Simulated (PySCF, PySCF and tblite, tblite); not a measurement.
# C8H14O: conformers and averaged spectra, part 1 of 3

Aim: find the conformers of C8H14O (`C=C1CCC[C@H](OC)C1`), weigh them, and average their properties.

Programs: PySCF 2.14.0 with density-fitted response routines of our own, and tblite 0.8.0. All values are computed, except where a source is named. Atoms count from 0 throughout.

## 1. The molecule as given

23 atoms, charge 0, multiplicity 1; geometry from: MMFF94s geometry.

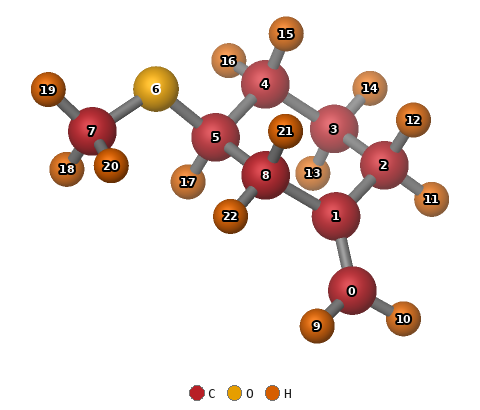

The starting geometry (carbon red, oxygen amber, hydrogen orange), atoms numbered.

## 2. GFN2-xTB relaxation, conformer 1

Job settings and geometry (Å):

```
{"job": {"xc": "GFN2-xTB", "basis": "xTB", "kind": "relax"}, "charge": 0, "multiplicity": 1}
C     -1.914100     1.936700    -0.625900
C     -1.348200     0.853800    -0.109100
C     -2.054200    -0.472100     0.032900
C     -1.258200    -1.581700    -0.634900
C      0.173700    -1.640000    -0.090000
C      0.892600    -0.293900    -0.264400
O      2.184800    -0.433100     0.349400
C      3.119400     0.569700    -0.034700
C      0.090500     0.838500     0.389000
H     -1.392600     2.879500    -0.711000
H     -2.953500     1.921200    -0.977300
H     -3.064000    -0.429400    -0.423200
H     -2.212800    -0.690100     1.104000
H     -1.234400    -1.444000    -1.716600
H     -1.752900    -2.542300    -0.440400
H      0.167700    -1.927400     0.973900
H      0.738900    -2.420100    -0.613700
H      1.024700    -0.103900    -1.335100
H      3.227200     0.585700    -1.121000
H      4.087200     0.324800     0.412700
H      2.803500     1.554900     0.330500
H      0.094900     0.727100     1.480800
H      0.575200     1.813100     0.202500
```

Command:

```bash
> OMP_NUM_THREADS=1 python ens_run.py task.json out
```

The driver reads the study from task.json and runs its stages one after another.

The log of the run:

```text
step      E/eV     max force
  0    -770.55971    0.837
  1    -770.59879    0.269
  2    -770.60974    0.246
  3    -770.62001    0.259
  4    -770.62726    0.218
  5    -770.63214    0.148
  6    -770.63479    0.122
  7    -770.63631    0.095
  8    -770.63738    0.068
  9    -770.63821    0.063
 10    -770.63902    0.061
 11    -770.63989    0.060
 12    -770.64077    0.067
 13    -770.64148    0.055
 14    -770.64201    0.047
 15    -770.64248    0.049
 16    -770.64297    0.049
 17    -770.64343    0.046
 18    -770.64381    0.045
 19    -770.64413    0.040
 20    -770.64443    0.039
 21    -770.64443    0.039
 22    -770.64457    0.034
 23    -770.64478    0.030
 24    -770.64486    0.032
 25    -770.64503    0.031
 26    -770.64516    0.028
 27    -770.64527    0.022
 28    -770.64539    0.022
 29    -770.64553    0.029
 30    -770.64565    0.026
 31    -770.64577    0.025
 32    -770.64590    0.022
 33    -770.64604    0.027
 34    -770.64620    0.024
 35    -770.64635    0.028
 36    -770.64652    0.033
 37    -770.64670    0.030
 38    -770.64688    0.027
 39    -770.64704    0.026
 40    -770.64720    0.026
 41    -770.64736    0.027
 42    -770.64750    0.021
 43    -770.64759    0.017
 44    -770.64764    0.016
 45    -770.64768    0.015
 46    -770.64773    0.014
 47    -770.64778    0.013
 48    -770.64782    0.012
 49    -770.64786    0.013
 50    -770.64791    0.014
 51    -770.64795    0.014
 52    -770.64800    0.012
 53    -770.64804    0.014
 54    -770.64808    0.017
 55    -770.64811    0.015
 56    -770.64814    0.012
 57    -770.64817    0.013
 58    -770.64821    0.015
 59    -770.64825    0.016
 60    -770.64830    0.014
 61    -770.64833    0.011
 62    -770.64834    0.009
 63    -770.64836    0.010
 64    -770.64839    0.012
 65    -770.64842    0.012
 66    -770.64845    0.011
 67    -770.64847    0.010
 68    -770.64848    0.010
 69    -770.64850    0.009
 70    -770.64852    0.008
 71    -770.64853    0.006
 72    -770.64853    0.005
 73    -770.64854    0.005
 74    -770.64855    0.005
 75    -770.64855    0.004
 76    -770.64855    0.004
 77    -770.64856    0.004
 78    -770.64856    0.004
```

Run time: 1.7 s. Hardware: 1 thread of Intel Xeon at 2.50GHz, shared host.

Gain 0.089 eV; displacement 0.08 Å root mean square.

GFN2-xTB relaxation, conformer 2:

Job settings and geometry (Å):

```
{"job": {"xc": "GFN2-xTB", "basis": "xTB", "kind": "relax"}, "charge": 0, "multiplicity": 1}
C     -2.689700     1.308000     0.050500
C     -1.663500     0.581100     0.466000
C     -1.761100    -0.899100     0.779800
C     -0.721200    -1.677200    -0.013700
C      0.688900    -1.137000     0.221200
C      0.776300     0.362900    -0.116300
O      2.065300     0.890200     0.246800
C      3.099300     0.565500    -0.669700
C     -0.274100     1.151600     0.671900
H     -2.598600     2.369100    -0.159400
H     -3.686000     0.873000    -0.089300
H     -2.771500    -1.282600     0.534100
H     -1.628600    -1.049200     1.862500
H     -0.954100    -1.654000    -1.078800
H     -0.757200    -2.729000     0.299100
H      0.997400    -1.302500     1.265500
H      1.395900    -1.700100    -0.400000
H      0.610900     0.516900    -1.187400
H      3.284000    -0.512000    -0.679200
H      4.014300     1.068100    -0.349900
H      2.832800     0.917500    -1.673900
H     -0.033700     1.148600     1.742200
H     -0.230700     2.217000     0.382000
```

The log of the run:

```text
step      E/eV     max force
  0    -770.55969    0.863
  1    -770.59327    0.382
  2    -770.60409    0.313
  3    -770.61346    0.241
  4    -770.62149    0.180
  5    -770.62576    0.143
  6    -770.62835    0.136
  7    -770.63021    0.104
  8    -770.63150    0.070
  9    -770.63261    0.074
 10    -770.63369    0.069
 11    -770.63486    0.077
 12    -770.63605    0.072
 13    -770.63707    0.060
 14    -770.63785    0.052
 15    -770.63849    0.052
 16    -770.63907    0.048
 17    -770.63957    0.051
 18    -770.64001    0.045
 19    -770.64041    0.039
 20    -770.64041    0.039
 21    -770.64059    0.031
 22    -770.64087    0.026
 23    -770.64095    0.025
 24    -770.64113    0.029
 25    -770.64126    0.037
 26    -770.64141    0.029
 27    -770.64154    0.022
 28    -770.64165    0.022
 29    -770.64176    0.025
 30    -770.64186    0.023
 31    -770.64197    0.020
 32    -770.64207    0.022
 33    -770.64218    0.025
 34    -770.64233    0.030
 35    -770.64249    0.026
 36    -770.64262    0.022
 37    -770.64273    0.023
 38    -770.64285    0.027
 39    -770.64299    0.032
 40    -770.64312    0.023
 41    -770.64319    0.016
 42    -770.64323    0.015
 43    -770.64326    0.011
 44    -770.64329    0.010
 45    -770.64331    0.011
 46    -770.64333    0.012
 47    -770.64335    0.012
 48    -770.64337    0.012
 49    -770.64341    0.012
 50    -770.64344    0.015
 51    -770.64346    0.013
 52    -770.64349    0.010
 53    -770.64352    0.010
 54    -770.64355    0.014
 55    -770.64359    0.018
 56    -770.64364    0.017
 57    -770.64370    0.015
 58    -770.64375    0.015
 59    -770.64379    0.015
 60    -770.64382    0.010
 61    -770.64384    0.010
 62    -770.64386    0.010
 63    -770.64388    0.009
 64    -770.64389    0.010
 65    -770.64391    0.010
 66    -770.64392    0.008
 67    -770.64394    0.007
 68    -770.64395    0.008
 69    -770.64396    0.006
 70    -770.64397    0.005
 71    -770.64397    0.005
 72    -770.64398    0.004
 73    -770.64398    0.003
```

It took 1.5 s on 1 thread of Intel Xeon at 2.50GHz, shared host.

The energy fell by 0.084 eV, and the atoms moved 0.07 Å (root mean square).

## 3. GFN2-xTB relaxation, conformer 3

Job settings and geometry (Å):

```
{"job": {"xc": "GFN2-xTB", "basis": "xTB", "kind": "relax"}, "charge": 0, "multiplicity": 1}
C     -2.337100     1.238100    -1.216000
C     -1.446000     0.688800    -0.405100
C     -1.802300    -0.342100     0.653600
C     -0.964600    -1.597000     0.496500
C      0.532600    -1.291100     0.490600
C      0.866600    -0.265200    -0.613300
O      2.278800    -0.016700    -0.719100
C      2.898200     0.654400     0.378400
C      0.035600     1.012500    -0.463200
H     -2.062100     1.968300    -1.963200
H     -3.402400     0.983000    -1.158600
H     -2.876600    -0.609300     0.590000
H     -1.656400     0.100000     1.653800
H     -1.234000    -2.127300    -0.423100
H     -1.185400    -2.280200     1.334900
H      0.828100    -0.911300     1.480900
H      1.112000    -2.204300     0.326000
H      0.601100    -0.728300    -1.572000
H      2.759800     0.105700     1.316200
H      2.522200     1.673200     0.476900
H      3.961700     0.714900     0.173600
H      0.301400     1.556300     0.453000
H      0.264000     1.704700    -1.280700
```

The log of the run:

```text
step      E/eV     max force
  0    -770.52294    0.817
  1    -770.55721    0.391
  2    -770.56885    0.291
  3    -770.58105    0.282
  4    -770.59097    0.197
  5    -770.59584    0.144
  6    -770.59803    0.105
  7    -770.59954    0.078
  8    -770.60054    0.072
  9    -770.60139    0.069
 10    -770.60231    0.076
 11    -770.60343    0.077
 12    -770.60467    0.086
 13    -770.60579    0.079
 14    -770.60675    0.065
 15    -770.60775    0.074
 16    -770.60891    0.080
 17    -770.61001    0.079
 18    -770.61080    0.051
 19    -770.61133    0.045
 20    -770.61177    0.042
 21    -770.61217    0.040
 22    -770.61250    0.036
 23    -770.61250    0.036
 24    -770.61264    0.030
 25    -770.61300    0.029
 26    -770.61312    0.029
 27    -770.61345    0.036
 28    -770.61366    0.038
 29    -770.61392    0.035
 30    -770.61416    0.033
 31    -770.61439    0.035
 32    -770.61455    0.036
 33    -770.61469    0.031
 34    -770.61484    0.025
 35    -770.61498    0.026
 36    -770.61510    0.023
 37    -770.61520    0.026
 38    -770.61532    0.027
 39    -770.61548    0.028
 40    -770.61568    0.037
 41    -770.61591    0.038
 42    -770.61616    0.030
 43    -770.61641    0.030
 44    -770.61660    0.027
 45    -770.61675    0.031
 46    -770.61689    0.027
 47    -770.61703    0.024
 48    -770.61715    0.019
 49    -770.61723    0.018
 50    -770.61728    0.017
 51    -770.61734    0.016
 52    -770.61739    0.016
 53    -770.61745    0.016
 54    -770.61750    0.020
 55    -770.61755    0.018
 56    -770.61761    0.014
 57    -770.61764    0.011
 58    -770.61767    0.010
 59    -770.61768    0.010
 60    -770.61770    0.010
 61    -770.61773    0.010
 62    -770.61775    0.010
 63    -770.61777    0.009
 64    -770.61779    0.009
 65    -770.61781    0.008
 66    -770.61782    0.008
 67    -770.61783    0.009
 68    -770.61785    0.007
 69    -770.61786    0.009
 70    -770.61787    0.008
 71    -770.61788    0.005
 72    -770.61788    0.005
 73    -770.61789    0.005
 74    -770.61789    0.006
 75    -770.61790    0.006
 76    -770.61791    0.007
 77    -770.61792    0.009
 78    -770.61793    0.005
 79    -770.61794    0.005
 80    -770.61795    0.005
 81    -770.61795    0.005
 82    -770.61796    0.004
 83    -770.61796    0.005
 84    -770.61797    0.005
 85    -770.61797    0.006
 86    -770.61798    0.008
 87    -770.61799    0.008
 88    -770.61800    0.008
 89    -770.61800    0.006
 90    -770.61801    0.006
 91    -770.61802    0.007
 92    -770.61803    0.009
 93    -770.61804    0.009
 94    -770.61805    0.009
 95    -770.61807    0.010
 96    -770.61809    0.012
 97    -770.61811    0.010
 98    -770.61812    0.010
 99    -770.61814    0.010
100    -770.61816    0.009
101    -770.61818    0.010
102    -770.61820    0.009
103    -770.61822    0.009
104    -770.61824    0.009
105    -770.61825    0.007
106    -770.61826    0.006
107    -770.61827    0.009
108    -770.61829    0.011
109    -770.61830    0.009
110    -770.61831    0.006
111    -770.61832    0.005
112    -770.61832    0.005
113    -770.61833    0.006
114    -770.61833    0.008
115    -770.61834    0.008
116    -770.61835    0.006
117    -770.61835    0.005
118    -770.61836    0.004
119    -770.61836    0.005
120    -770.61837    0.005
121    -770.61838    0.007
122    -770.61838    0.007
123    -770.61839    0.007
124    -770.61840    0.006
125    -770.61841    0.008
126    -770.61842    0.008
127    -770.61843    0.007
128    -770.61844    0.007
129    -770.61844    0.003
```

Wall time 2.7 s (1 thread of Intel Xeon at 2.50GHz, shared host).

Gain 0.096 eV; displacement 0.11 Å root mean square.

**GFN2-xTB relaxation, conformer 4**

Job settings and geometry (Å):

```
{"job": {"xc": "GFN2-xTB", "basis": "xTB", "kind": "relax"}, "charge": 0, "multiplicity": 1}
C     -1.279300     2.209100     0.091500
C     -1.053800     0.963800    -0.335600
C     -2.000000    -0.178400    -0.070800
C     -1.302400    -1.348300     0.581100
C     -0.059900    -1.789300    -0.187700
C      0.919900    -0.627200    -0.409000
O      1.488600    -0.301800     0.869500
C      2.653200     0.517000     0.808400
C      0.218500     0.570200    -1.062000
H     -0.584200     3.014200    -0.080900
H     -2.198700     2.464300     0.629600
H     -2.439800    -0.497800    -1.031200
H     -2.853100     0.145100     0.566000
H     -1.991300    -2.201600     0.663900
H     -1.019200    -1.078200     1.616400
H      0.433000    -2.598000     0.364100
H     -0.366400    -2.183500    -1.165800
H      1.730000    -0.983200    -1.062600
H      3.397900     0.071800     0.150200
H      3.076100     0.587400     1.815600
H      2.392600     1.528200     0.473900
H      0.890500     1.432500    -1.136800
H     -0.057100     0.310700    -2.077700
```

The log of the run:

```text
step      E/eV     max force
  0    -770.51035    0.954
  1    -770.55798    0.548
  2    -770.56907    0.393
  3    -770.57834    0.226
  4    -770.58666    0.176
  5    -770.59120    0.178
  6    -770.59436    0.113
  7    -770.59599    0.082
  8    -770.59718    0.077
  9    -770.59802    0.064
 10    -770.59874    0.055
 11    -770.59953    0.067
 12    -770.60068    0.094
 13    -770.60226    0.116
 14    -770.60399    0.111
 15    -770.60553    0.091
 16    -770.60684    0.079
 17    -770.60801    0.073
 18    -770.60890    0.059
 19    -770.60943    0.041
 20    -770.60977    0.043
 21    -770.61011    0.044
 22    -770.61048    0.049
 23    -770.61083    0.043
 24    -770.61114    0.041
 25    -770.61147    0.044
 26    -770.61184    0.043
 27    -770.61216    0.035
 28    -770.61216    0.035
 29    -770.61228    0.027
 30    -770.61242    0.032
 31    -770.61247    0.033
 32    -770.61255    0.033
 33    -770.61263    0.014
 34    -770.61267    0.014
 35    -770.61271    0.015
 36    -770.61275    0.015
 37    -770.61281    0.016
 38    -770.61287    0.018
 39    -770.61295    0.018
 40    -770.61302    0.020
 41    -770.61308    0.018
 42    -770.61314    0.016
 43    -770.61321    0.019
 44    -770.61329    0.027
 45    -770.61337    0.025
 46    -770.61344    0.016
 47    -770.61351    0.020
 48    -770.61360    0.024
 49    -770.61372    0.027
 50    -770.61385    0.027
 51    -770.61397    0.024
 52    -770.61410    0.022
 53    -770.61421    0.022
 54    -770.61432    0.022
 55    -770.61442    0.021
 56    -770.61453    0.022
 57    -770.61464    0.022
 58    -770.61473    0.017
 59    -770.61480    0.017
 60    -770.61485    0.014
 61    -770.61490    0.018
 62    -770.61495    0.019
 63    -770.61499    0.011
 64    -770.61501    0.009
 65    -770.61503    0.008
 66    -770.61504    0.009
 67    -770.61506    0.010
 68    -770.61508    0.012
 69    -770.61510    0.013
 70    -770.61513    0.012
 71    -770.61516    0.013
 72    -770.61520    0.011
 73    -770.61522    0.010
 74    -770.61524    0.010
 75    -770.61526    0.010
 76    -770.61528    0.008
 77    -770.61529    0.008
 78    -770.61530    0.007
 79    -770.61530    0.006
 80    -770.61531    0.005
 81    -770.61531    0.004
 82    -770.61532    0.007
 83    -770.61533    0.008
 84    -770.61533    0.006
 85    -770.61534    0.006
 86    -770.61535    0.006
 87    -770.61536    0.008
 88    -770.61537    0.007
 89    -770.61537    0.006
 90    -770.61538    0.006
 91    -770.61539    0.006
 92    -770.61539    0.007
 93    -770.61540    0.006
 94    -770.61541    0.006
 95    -770.61541    0.007
 96    -770.61542    0.008
 97    -770.61544    0.011
 98    -770.61546    0.010
 99    -770.61548    0.012
100    -770.61550    0.013
101    -770.61552    0.010
102    -770.61554    0.009
103    -770.61555    0.008
104    -770.61557    0.008
105    -770.61558    0.008
106    -770.61559    0.007
107    -770.61560    0.007
108    -770.61561    0.006
109    -770.61561    0.006
110    -770.61562    0.006
111    -770.61563    0.006
112    -770.61563    0.006
113    -770.61564    0.006
114    -770.61565    0.005
115    -770.61566    0.004
116    -770.61566    0.003
```

It took 2.4 s on 1 thread of Intel Xeon at 2.50GHz, shared host.

Relaxing gained 0.105 eV and moved the atoms by 0.11 Å on average (rms).

## 4. GFN2-xTB relaxation, conformer 5

Job settings and geometry (Å):

```
{"job": {"xc": "GFN2-xTB", "basis": "xTB", "kind": "relax"}, "charge": 0, "multiplicity": 1}
C     -2.394200     1.303300     0.758800
C     -1.644000     0.443000     0.067500
C     -1.661900    -1.047700     0.344500
C     -0.264300    -1.577900     0.581100
C      0.689700    -1.213800    -0.540100
C      0.745600     0.305800    -0.777700
O      1.342600     0.988700     0.337900
C      2.764700     0.898700     0.386900
C     -0.658000     0.879000    -0.990100
H     -2.358400     2.372900     0.573900
H     -3.090900     0.972400     1.531700
H     -2.114500    -1.551400    -0.526700
H     -2.311600    -1.282300     1.211900
H     -0.301000    -2.677200     0.684200
H      0.119800    -1.187400     1.541800
H      1.680500    -1.611500    -0.305200
H      0.357100    -1.697500    -1.467900
H      1.342800     0.516100    -1.672700
H      3.197700     1.287800    -0.533900
H      3.087900    -0.134400     0.556000
H      3.111300     1.508900     1.223000
H     -0.607500     1.979900    -1.024700
H     -1.038200     0.551600    -1.950200
```

The log of the run:

```text
step      E/eV     max force
  0    -770.49936    0.884
  1    -770.54691    0.443
  2    -770.55763    0.355
  3    -770.56509    0.210
  4    -770.57166    0.179
  5    -770.57716    0.158
  6    -770.57979    0.112
  7    -770.58140    0.081
  8    -770.58240    0.061
  9    -770.58324    0.061
 10    -770.58395    0.073
 11    -770.58471    0.084
 12    -770.58574    0.083
 13    -770.58712    0.095
 14    -770.58856    0.094
 15    -770.58969    0.081
 16    -770.59051    0.078
 17    -770.59123    0.055
 18    -770.59190    0.065
 19    -770.59238    0.045
 20    -770.59269    0.043
 21    -770.59295    0.041
 22    -770.59325    0.036
 23    -770.59325    0.036
 24    -770.59339    0.031
 25    -770.59360    0.029
 26    -770.59369    0.036
 27    -770.59387    0.030
 28    -770.59407    0.030
 29    -770.59422    0.026
 30    -770.59438    0.027
 31    -770.59455    0.026
 32    -770.59472    0.027
 33    -770.59485    0.029
 34    -770.59496    0.024
 35    -770.59506    0.022
 36    -770.59517    0.023
 37    -770.59527    0.025
 38    -770.59540    0.027
 39    -770.59557    0.031
 40    -770.59578    0.031
 41    -770.59602    0.038
 42    -770.59625    0.040
 43    -770.59647    0.033
 44    -770.59671    0.039
 45    -770.59699    0.044
 46    -770.59729    0.044
 47    -770.59757    0.050
 48    -770.59780    0.038
 49    -770.59796    0.023
 50    -770.59809    0.033
 51    -770.59823    0.038
 52    -770.59838    0.030
 53    -770.59851    0.024
 54    -770.59860    0.017
 55    -770.59866    0.015
 56    -770.59871    0.016
 57    -770.59877    0.015
 58    -770.59882    0.016
 59    -770.59886    0.019
 60    -770.59890    0.015
 61    -770.59894    0.012
 62    -770.59898    0.013
 63    -770.59903    0.021
 64    -770.59910    0.026
 65    -770.59917    0.024
 66    -770.59922    0.018
 67    -770.59926    0.014
 68    -770.59928    0.012
 69    -770.59931    0.013
 70    -770.59934    0.014
 71    -770.59938    0.016
 72    -770.59942    0.013
 73    -770.59946    0.014
 74    -770.59948    0.010
 75    -770.59951    0.009
 76    -770.59952    0.007
 77    -770.59953    0.007
 78    -770.59954    0.008
 79    -770.59955    0.007
 80    -770.59956    0.006
 81    -770.59957    0.005
 82    -770.59957    0.006
 83    -770.59958    0.006
 84    -770.59959    0.006
 85    -770.59960    0.008
 86    -770.59961    0.010
 87    -770.59962    0.009
 88    -770.59963    0.006
 89    -770.59963    0.005
 90    -770.59964    0.005
 91    -770.59964    0.005
 92    -770.59964    0.007
 93    -770.59964    0.004
 94    -770.59965    0.005
 95    -770.59965    0.006
 96    -770.59966    0.006
 97    -770.59966    0.006
 98    -770.59967    0.006
 99    -770.59968    0.007
100    -770.59968    0.005
101    -770.59969    0.005
102    -770.59969    0.005
103    -770.59970    0.005
104    -770.59970    0.005
105    -770.59971    0.005
106    -770.59971    0.005
107    -770.59971    0.005
108    -770.59972    0.006
109    -770.59973    0.008
110    -770.59974    0.007
111    -770.59975    0.007
112    -770.59976    0.005
113    -770.59976    0.008
114    -770.59977    0.008
115    -770.59978    0.006
116    -770.59979    0.006
117    -770.59979    0.005
118    -770.59980    0.005
119    -770.59980    0.004
120    -770.59980    0.004
```

It took 2.5 s on 1 thread of Intel Xeon at 2.50GHz, shared host.

Gain 0.100 eV; displacement 0.12 Å root mean square.

(Continued in part 2 of 3.)
